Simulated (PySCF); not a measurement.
# C3H8SeSi: the cost of one run

Computed with PySCF 2.14.0, with density-fitted response routines of our own, on a single molecule in the gas phase. Atoms count from 0, in the outputs and in this text.

## 1. Starting geometry

13 atoms, charge 0, multiplicity 1; geometry from: GFN2-xTB. The atoms were then displaced at random by about 0.01 Å, so the start is not that level's minimum.

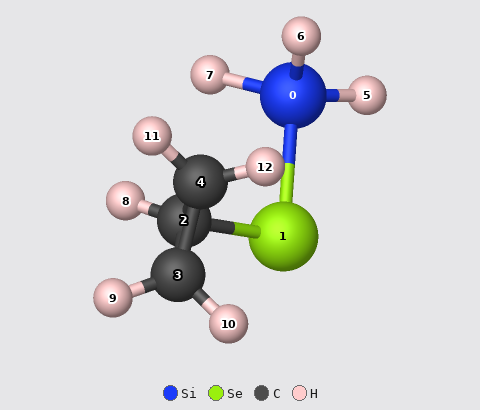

The starting geometry (silicon blue, selenium green, carbon dark grey, hydrogen pink), atoms numbered.

## 2. Optimising the geometry at PBE0-D3(BJ)/def2-SVP

Job settings and geometry (Å):

```
{"job": {"xc": "PBE0", "basis": "def2-SVP", "d3": "d3bj", "grid": 1, "shake": 0.01, "kind": "geom"}, "charge": 0, "multiplicity": 1}
Si     2.482600    -0.196220    -0.432890
Se     0.516700    -1.152630    -1.113570
C     -0.712910     0.211500    -0.435570
C     -2.044550    -0.173640    -0.026770
C     -1.078740     0.202830     1.008240
H      3.490830    -1.126090    -0.797710
H      2.404430     0.066760     1.002820
H      2.631760     1.105050    -1.148500
H     -0.548770     1.170730    -0.905260
H     -2.888440     0.500860    -0.241870
H     -2.359400    -1.221690    -0.085070
H     -1.175890     1.161250     1.527140
H     -0.711810    -0.565590     1.638690
```

Command:

```bash
$ OMP_NUM_THREADS=1 python probes_run.py task.json out
```

This one command runs all jobs of the session in turn.

**Question.** How long does this first job take on 1 thread of Intel Xeon Platinum 8488C, shared host, and how much memory does it need?

About 51 s, with a peak of 0.57 GiB.
